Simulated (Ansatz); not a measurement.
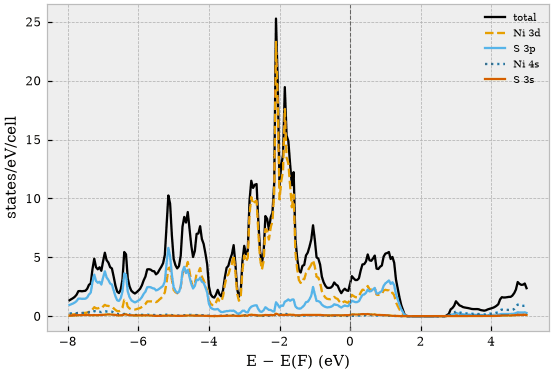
Figure: Total and projected density of states of NiS in space group R3m (No. 160; Ni on 9b, S on 9b), LDA in the plane-wave PAW code Ansatz

**Question.** Which orbitals carry the states next to the Fermi level?

**Answer.** Within 0.5 eV of the Fermi level: Ni 3d 53 %, S 3p 39 %. Projections are on Löwdin-orthogonalised atomic valence shells; empty p or d shells of many metals are not among them.

**Question.** Where is the tallest occupied peak in this window, and what makes it?

**Answer.** Near -2.1 eV, about 25 states/eV per cell; the largest projected share is Ni 3d.

The workflow started from a Materials Project entry (that database holds measured and hypothetical structures alike); the Crystallography Open Database files this formula in space group No. 160, but the cells were not matched. Its standing as an ambient phase is unchecked. Symmetry was held in the LDA relaxation; its stability against distortions is not shown here. No spin polarisation was allowed.

Potentials: the later of the program's two PAW sets.
